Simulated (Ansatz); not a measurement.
**CH₄FGaSi: small, medium and large basis sets**

How large a basis does CH₄FGaSi need? Two functionals are run in growing sets.

The runs use Ansatz 0.2.0, Gaussian basis; one geometry, several basis sets.

Plan: PBE0-D4/def2-SVP; ωB97M-V/def2-SVP; PBE0-D4/def2-QZVPP; ωB97M-V/def2-QZVPP; the functionals' def2-TZVPP values are taken from earlier runs.

### Step 1. Structure used throughout

The geometry comes from an earlier relaxation with PBE0-D4 in a triple-zeta def2 set; it is a stationary point, not always the lowest conformer.

8 atoms, charge 0, spin multiplicity 1.

Atoms are counted from 1 here; the program's logs count them from 0.

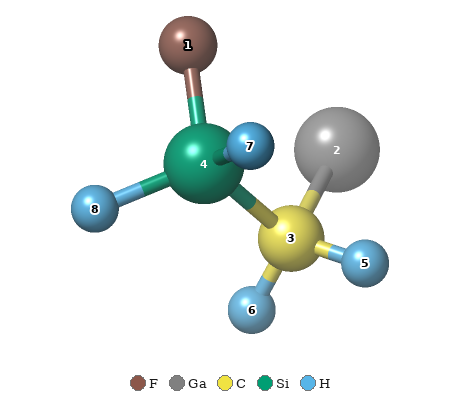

The geometry (fluorine brown, gallium grey, carbon yellow, silicon teal, hydrogen blue); atoms are numbered from 1 in the order of the file.

### Step 2. PBE0-D4 in def2-SVP

in.yaml reads:

```yaml
crystal:
  periodic: [false, false, false]
  atoms:
    - {symbol: F, position_ang: [-0.157499, -1.694836, 0.995391]}
    - {symbol: Ga, position_ang: [0.538613, 1.163740, 2.091821]}
    - {symbol: C, position_ang: [0.197969, 0.911198, 0.061464]}
    - {symbol: Si, position_ang: [-0.198758, -0.823704, -0.373471]}
    - {symbol: H, position_ang: [1.105027, 1.261256, -0.445431]}
    - {symbol: H, position_ang: [-0.619787, 1.593634, -0.198774]}
    - {symbol: H, position_ang: [0.797158, -1.461124, -1.273163]}
    - {symbol: H, position_ang: [-1.570622, -1.007266, -0.913737]}
basis:
  gaussian: {orbitals: def2-SVP}
hamiltonian: {xc: pbe0, dispersion: d4}
output: {orbitals: {seedname: orbitals}}
```

The run is started by

```bash
ansatz run in.yaml --threads 2 --pin off --events-out ev --progress --plain --max-ram 4352MiB
```

Further steps of the session: ωB97M-V in def2-SVP; PBE0-D4 in def2-QZVPP; ωB97M-V in def2-QZVPP.

**Question.** What will the summary of the whole plan be? Wanted: PBE0-D4: double and triple zeta above quadruple; ωB97M-V: double and triple zeta above quadruple.

As calculated:

```
                                       quantity           value
PBE0-D4: double and triple zeta above quadruple  15.93, 1.66 eV
ωB97M-V: double and triple zeta above quadruple  15.97, 1.59 eV
```

PBE0-D4 gains 14.27 eV from double to triple zeta, then 1.66 eV more. Total energies overstate the basis error of differences, where much of it tends to cancel.
